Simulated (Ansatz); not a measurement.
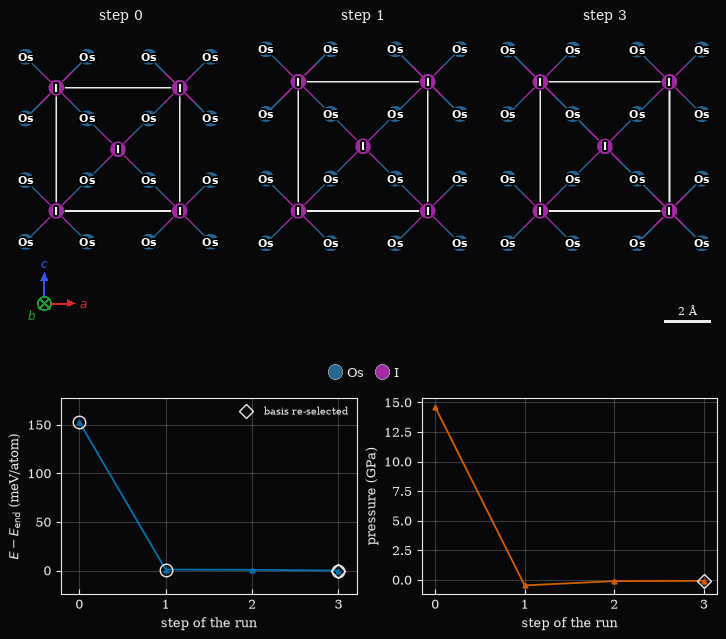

Frames of a relaxation of crystalline Os2I (built on the cuprite_224 type) (coarse preliminary run), marked on the history of the run. The picture is a ball-and-stick view of the cell of the calculation, seen along the b axis.

Case: cuprite type (Pn-3m, No. 224).

The calculation used DFT PBE, scalar-relativistic, plane waves, PAW (Ansatz 0.2.0).

Input
```yaml
crystal:
  lattice:
    - [5.3852141421, 0.0, 0.0]
    - [0.0, 5.3852141421, 0.0]
    - [0.0, 0.0, 5.3852141421]
  atoms:
    - { symbol: Os, position: [0.25, 0.25, 0.25] }
    - { symbol: Os, position: [0.25, 0.75, 0.75] }
    - { symbol: Os, position: [0.75, 0.75, 0.25] }
    - { symbol: Os, position: [0.75, 0.25, 0.75] }
    - { symbol: I, position: [0.0, 0.0, 0.0] }
    - { symbol: I, position: [0.5, 0.5, 0.5] }
basis:
  ecutwfc: 420
kpoints:
  mp_grid: { grid: [4, 4, 4] }
hamiltonian:
  xc: pbe
scf:
  occupations: { method: gaussian, width: 0.1 }
  lower_state_search: "off"
output:
  forces: true
  stress: true
  eigenvalues: true
relax:
  adjacent_minimum: "off"
  f_tol: 0.04
  max_steps: 70
  cell: { stress_tol: 0.4 }
```

Command:
```bash
ansatz run input.yaml --threads 1 --pin off --max-ram 2560MiB --backend cpu --events-out ev --progress --plain --runs-dir out
```

Question: Describe the path.

Answer: Over 2 accepted moves (3 points after the start) the energy falls by 153 meV per atom. All forces vanish by symmetry, so only the cell relaxes. Pressure: 14.63 GPa at the start and −0.08 GPa at the end. The SCF was repeated once at an unchanged geometry on a basis and grid sized afresh for the cell, which shifted the energy by 0.7 meV per atom at most. No atom moves by more than 0.005 Å relative to the cell. Cell: a = b = c 5.385 → 5.639 Å (+4.7 %). Volume +14.8 %. Some distances before and after: Os1–I5 2.332 → 2.442 Å. The space group stays Pn-3m (No. 224). Cost: 25 s on 1 thread of Arm Neoverse V2, on a shared host, peak memory 0.44 GiB. From step 0 to 1: volume +15.3 %, energy −152 meV per atom. From step 1 to 3: volume −0.5 %, energy −1.0 meV per atom.
